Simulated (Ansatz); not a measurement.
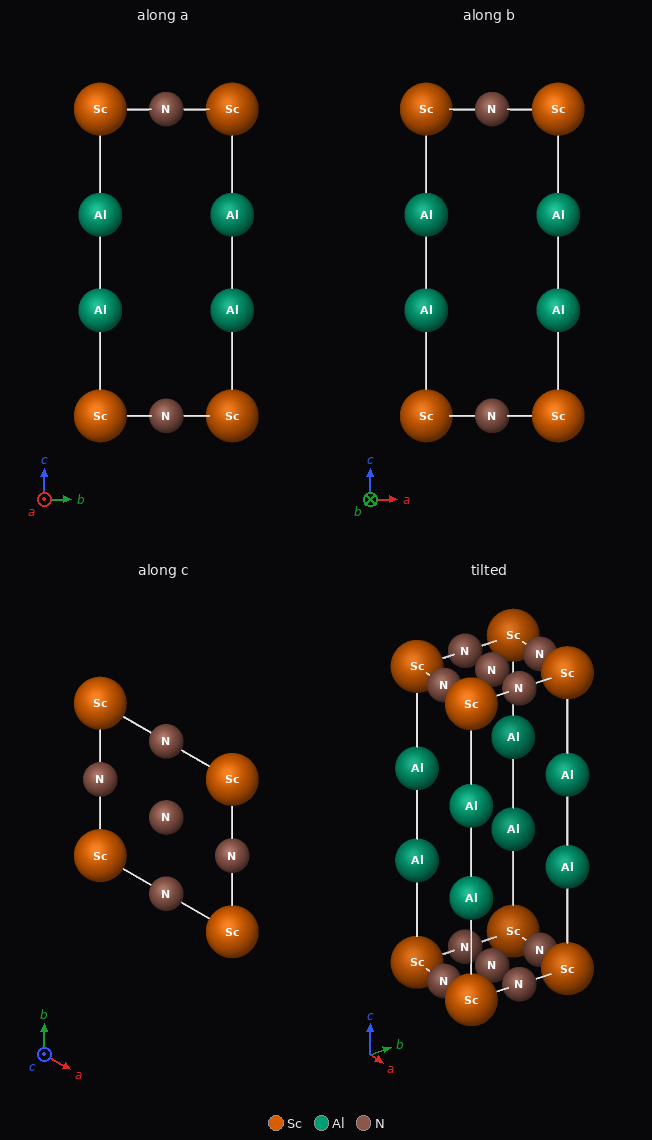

The crystal in a spheres-only representation, seen along the a axis, along the b axis, along the c axis and slightly off an axis. Thin lines show the conventional unit cell, with boundary atoms drawn in all their periodic places.

Lattice parameters: a = 4.206 Å, b = 4.206 Å, c = 8.466 Å, α = 90.00°, β = 90.00°, γ = 120.00°.

Question: Write down what is shown as a table of Wyckoff sites, with free fractional coordinates to two decimals.

Answer: Space group P6/mmm (No. 191).
```tsv
atom	site	x	y	z
Sc	1a	0.00	0.00	0.00
Al	2e	0.00	0.00	0.34
N	3f	0.50	0.00	0.00
```

Source of the structure: a random cell made by a generator, so it need not be a real form of the compound. Atoms and cell were optimised with DFT PBE, scalar-relativistic, plane waves, PAW in Ansatz 0.2.0.
